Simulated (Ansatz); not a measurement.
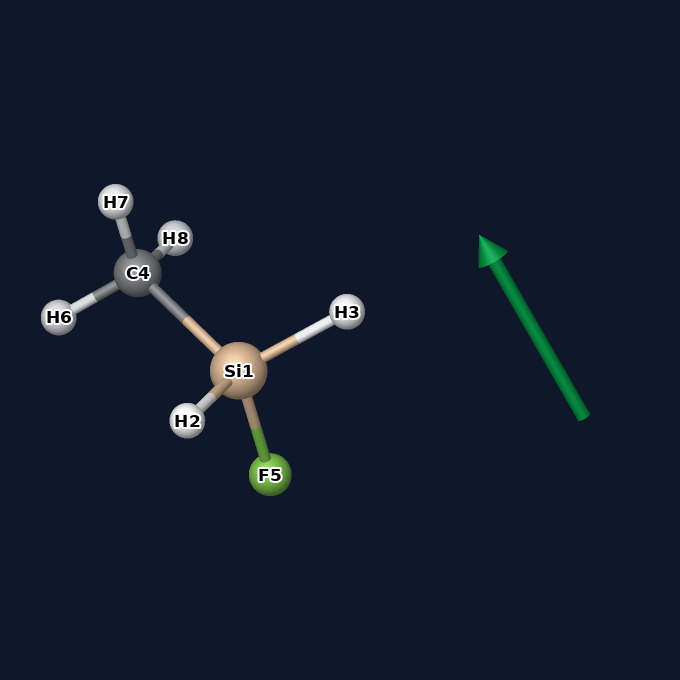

The arrow beside the molecule shows the direction of the dipole moment, from the negative to the positive end (its length means nothing). Computed geometry: PBE0-D4/def2-TZVP optimisation. Level of theory: RKS PBE0-D4/def2-TZVP (Ansatz 0.2.0).

**Estimate the dipole moment.**

1.74 D; it points from the side of F5 to the side of H7 (the outermost atoms at the two ends).
